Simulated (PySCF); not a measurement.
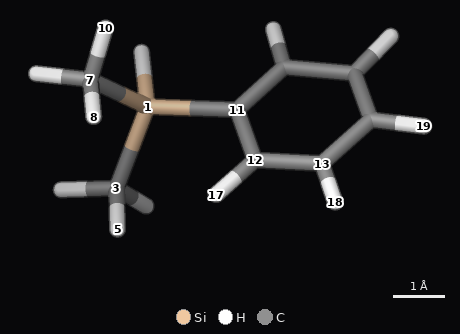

Starting structure of C8H12Si. The picture is a stick view, seen at a tilt.

The start comes from GFN2-xTB. Its atoms were then displaced at random by about 0.03 Å.

Theory: PBE0-D3(BJ)/def2-SVP geometry optimisation, gas phase (PySCF).

```xyz
21

Si    0.7372    1.0936    0.8400
H     0.6725    1.1345    2.2950
C     2.3999    1.1969    0.1395
H     3.0982    2.0773    0.5273
H     2.4737    1.2274   -0.9517
H     2.9998    0.3327    0.4612
C    -0.2348    2.6994    0.2068
H    -0.2904    2.7290   -0.8931
H     0.2303    3.6375    0.5655
H    -1.2827    2.7278    0.6313
C    -0.2305   -0.3960    0.2299
C    -0.2611   -0.6623   -1.1389
C    -1.0113   -1.7617   -1.6581
C    -1.5682   -2.6640   -0.7177
C    -1.4682   -2.4473    0.6209
C    -0.8060   -1.2422    1.1032
H     0.1853    0.0474   -1.8711
H    -0.9996   -1.9697   -2.6742
H    -2.0324   -3.5775   -1.0955
H    -1.9891   -3.0773    1.3355
H    -0.8093   -1.0898    2.1145
```

### What does the optimiser find from here?

Over 9 geometry steps the energy falls by 0.834 eV. Si1 moves most after the best rigid fit: 0.11 Å. By element the largest moves are Si 0.11 Å, H 0.10 Å, C 0.06 Å. Among the contacts that change: Si1–C7 1.981 → 1.881 Å, C3–H4 1.189 → 1.101 Å, Si1–C3 1.807 → 1.881 Å, C16–H21 1.023 → 1.094 Å. Among the angles between lasting bonds that change: H4–C3–H6 99.6° → 108.2°, Si1–C3–H4 117.2° → 111.1°, H2–Si1–C3 115.2° → 109.7°. The run took 2.2 min on 2 threads of Intel(R) Xeon(R) Platinum 8259CL CPU @ 2.50GHz, with other jobs on the host.

The structure at the end:

```xyz
21

Si    0.6790    1.1732    0.8033
H     0.6816    1.1244    2.3019
C     2.4485    1.1920    0.1669
H     2.9974    2.0682    0.5461
H     2.4677    1.2330   -0.9339
H     2.9887    0.2856    0.4803
C    -0.2331    2.7135    0.2250
H    -0.2752    2.7479   -0.8753
H     0.2686    3.6294    0.5748
H    -1.2672    2.7218    0.6021
C    -0.2118   -0.3725    0.1967
C    -0.2995   -0.6553   -1.1761
C    -0.9618   -1.7901   -1.6396
C    -1.5523   -2.6704   -0.7326
C    -1.4769   -2.4089    0.6341
C    -0.8124   -1.2706    1.0910
H     0.1581    0.0223   -1.9045
H    -1.0177   -1.9907   -2.7126
H    -2.0717   -3.5619   -1.0931
H    -1.9374   -3.0956    1.3489
H    -0.7594   -1.0793    2.1670
```

The end point in the same view:

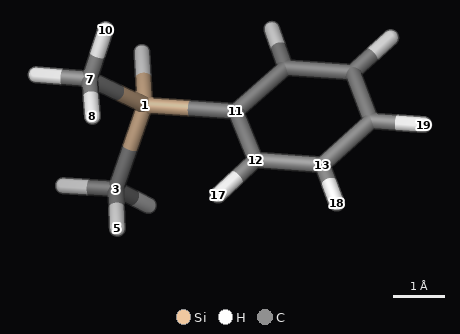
